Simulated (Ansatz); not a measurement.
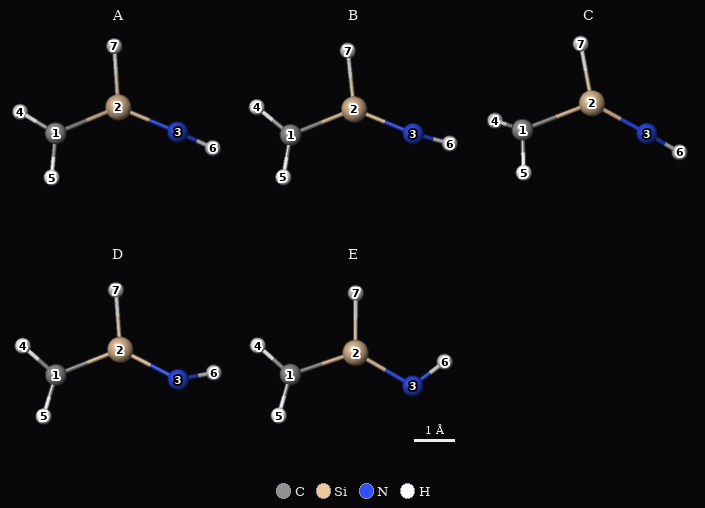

5 geometries from one relaxation of CH4NSi (charge −1), in shuffled order. The picture is a ball-and-stick view, seen face on.

It is one of the separated reactants of a reaction.

Method: RKS PBE-D4/def2-SVPD (Ansatz). Settings: force threshold 0.03 eV/Å; at most 250 steps.

> Order the frames from highest to lowest energy.

C, A, B, D, E. They are steps 0, 2, 3, 6, 11, at +23.1 kcal/mol, +10.9 kcal/mol, +7.37 kcal/mol, +2.80 kcal/mol relative to the last. H6 moves most after the best rigid fit: 0.77 Å. By element the largest moves are H 0.77 Å, N 0.34 Å, Si 0.29 Å, C 0.28 Å. Some distances before and after: C1–Si2 1.914 → 1.752 Å, Si2–N3 1.590 → 1.673 Å, N3–H6 1.020 → 1.029 Å, C1–H5 1.093 → 1.102 Å. Among the angles between lasting bonds that change: Si2–N3–H6 163.6° → 112.1°, Si2–C1–H5 110.2° → 125.2°, N3–Si2–H7 128.5° → 119.4°. The energy falls by 23.1 kcal/mol in 9 accepted moves (11 points after the start). The largest force component goes from 2.3 to 0.009 eV/Å. The line search rejected the trial steps at points 5, 9 of the run.
